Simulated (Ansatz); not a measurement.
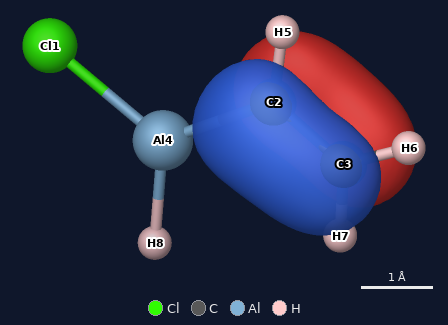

C2H4AlCl. The HOMO−1 at ±0.15 Å⁻³ᐟ² (red and blue are the two phases), seen at a tilt.

Geometry: PBE0-D4/def2-TZVP.

These are results of Ansatz, RKS PBE0-D4/def2-TZVPP, not measurements.

The calculation's input:

```
crystal:
  periodic: [false, false, false]
  atoms:
    - {symbol: Cl, position_ang: [-3.078107, -0.891779, -0.624960]}
    - {symbol: C, position_ang: [0.037589, 0.644616, -0.255431]}
    - {symbol: C, position_ang: [1.305915, 0.597043, 0.161003]}
    - {symbol: Al, position_ang: [-1.074318, -0.905970, 0.005807]}
    - {symbol: H, position_ang: [-0.304925, 1.565430, -0.724572]}
    - {symbol: H, position_ang: [1.996317, 1.431219, 0.049973]}
    - {symbol: H, position_ang: [1.721592, -0.288258, 0.639378]}
    - {symbol: H, position_ang: [-0.511863, -2.209503, 0.693104]}
basis:
  gaussian: {orbitals: def2-TZVPP}
hamiltonian: {xc: pbe0, dispersion: d4}
output: {orbitals: {seedname: orbitals}}
```

Launched as:

```sh
ansatz run in.yaml --threads 2 --pin off --events-out ev --progress --plain --max-ram 4352MiB
```

### Where does this orbital lie, and at what energy?

It lies mainly on C2 (about 40 %) and C3 (about 40 %); it changes sign across the molecular plane (π type); π-bonding across C2–C3. Its energy is −8.39 eV.
